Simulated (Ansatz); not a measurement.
```yaml
atoms:
  - { symbol: F, position_ang: [-1.0377, 0.3038, -1.4880] }
  - { symbol: Mo, position_ang: [0.0062, -0.0262, -0.0165] }
  - { symbol: F, position_ang: [-1.4551, -0.9030, 0.6613] }
  - { symbol: F, position_ang: [1.0073, -1.2040, 0.9705] }
  - { symbol: F, position_ang: [1.4248, 0.0029, -1.1787] }
  - { symbol: S, position_ang: [0.0965, 1.7624, 1.0054] }
```

Geometry: PBE0-D4/def2-TZVP; core potentials replace the inner electrons of Mo.

The calculation used Ansatz 0.2.0, RKS PBE0-D4/def2-TZVPP.

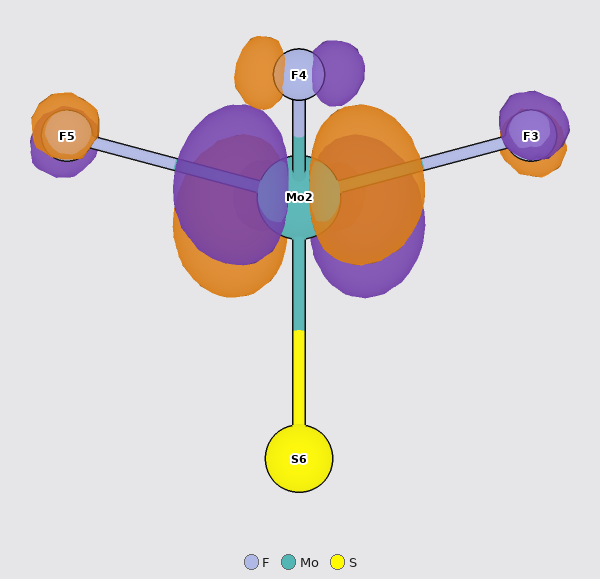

F4MoS (SMILES [F][Mo]([F])([F])([F])=[S]). The LUMO at ±0.3 Å⁻³ᐟ² (orange and purple are the two phases), seen from one side.

What is the character of this orbital?

It lies mainly on Mo2 (about 70 %), F1 (about 5 %), F3 (about 5 %), F4 (about 5 %) and F5 (about 5 %). Its energy is −4.48 eV.
